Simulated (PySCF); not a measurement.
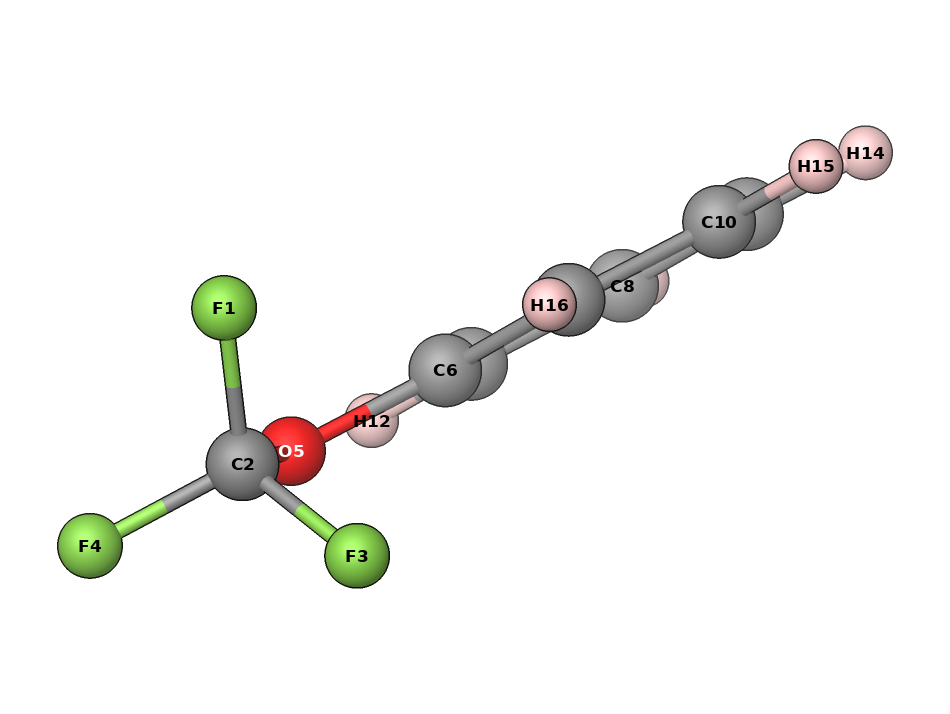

O5 lies behind C2. The molecule seen a little off the C2–O5 bond, C2 in front. Atoms fade into the background with distance from the viewer. Computed geometry: PBE0-D3(BJ)/def2-SVP optimisation. No frequency run is at hand to confirm it as a minimum.

What is the torsion angle F1–C2–O5–C6? The sign is positive where the front bond must turn clockwise to cover the back bond.

60°, synclinal (gauche).
